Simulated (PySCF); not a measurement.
Consider SbCl (charge −1, doublet).

```xyz
2

Sb    0.0000    0.0000   -0.5577
Cl    0.0000    0.0000    1.9283
```

Core potentials replace the inner electrons of Sb.

Theory: PySCF 2.14.0, PBE0/def2-TZVPPD, non-relativistic Hamiltonian with scalar-relativistic core potentials where named, at a bond length of 2.486 Å.

### What can the converged electron density, electron localisation function and spin density tell about the bonding?

Sb–Cl (2.49 Å): ρ at the midpoint is about 0.46 e/Å³; the ELF peaks at about 0.85 in the valence shell of Cl, 0.8 Å from its nucleus, and drops to about 0.15 between the two atoms.
The unpaired spin (1 electron) lies mostly on Sb1 (about 1.0), in electrons by Hirshfeld's partition.

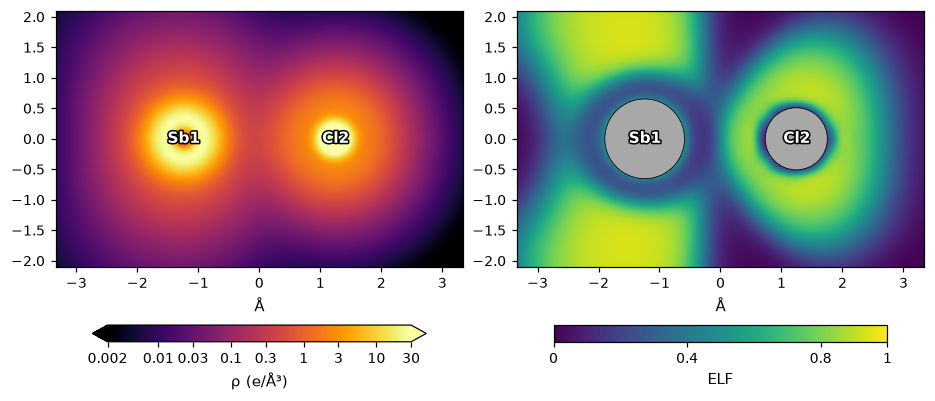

Computed electron density and electron localisation function on a plane that holds the molecular axis, in this order. Grey discs cover the atomic cores in the ELF map. 
